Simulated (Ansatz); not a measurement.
Fields on a plane of MoSe2 (2H-MoS2 type, space group P6_3/mmc)

```
MoSe2
1.0
    3.22780     0.00000     0.00000
   -1.61390     2.79535     0.00000
    0.00000     0.00000    12.34694
Mo Se
2 4
Cartesian
  0.00000   1.86357   3.08674
  1.61390   0.93178   9.26021
  0.00000   1.86357   7.58972
  1.61390   0.93178   1.41625
  1.61390   0.93178   4.75722
  0.00000   1.86357  10.93069
```

The slice is a (1 -1 0 0) plane (indices of the conventional cell) through the point (0.333, 0.667, 0.250) (fractional), spanned by u = [110] and v = [001] in vectors of this cell: u (3.23 Å) and v (12.35 Å, at 90° to u). It covers one period; positions are fractions (u, v).

Atoms on it: Mo at (0.00, 0.00); Se at (0.00, 0.36); Se at (0.00, 0.64). Other atoms lie within 1 Å of the plane.

Computed with PBEsol-D3(BJ) (plane waves to 420 eV, PAW, scalar-relativistic; Ansatz, an electronic-structure program). k mesh 12×12×3. Inside the PAW spheres the values are not all-electron values, and peaks at nuclei hang on which shells count as valence. MoSe2 is run without spin polarisation. MoSe2 was relaxed with its symmetry unable to fall.

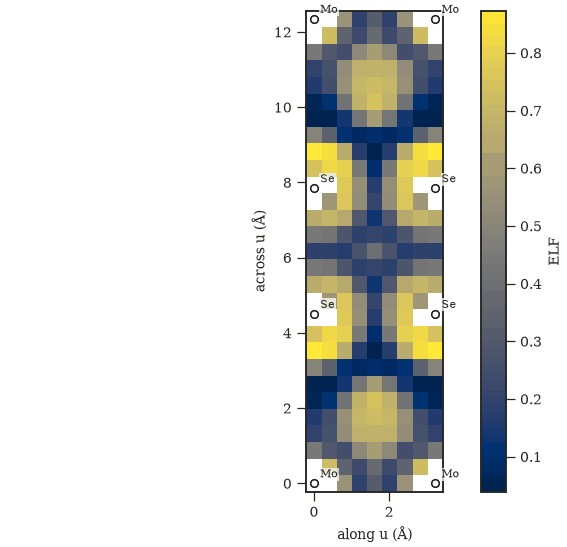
Figure: Electron localisation function (ELF), one period of the plane, atoms marked. Points within 0.5 Å of a nucleus are left white, as the pseudised field means little there.

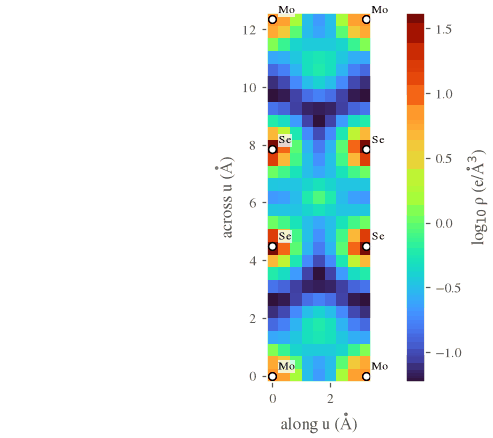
Fig. 1. Log₁₀ of the valence density in e/Å³, one period of the plane, atoms marked. The scale is logarithmic, as a density can span decades between atoms and voids.
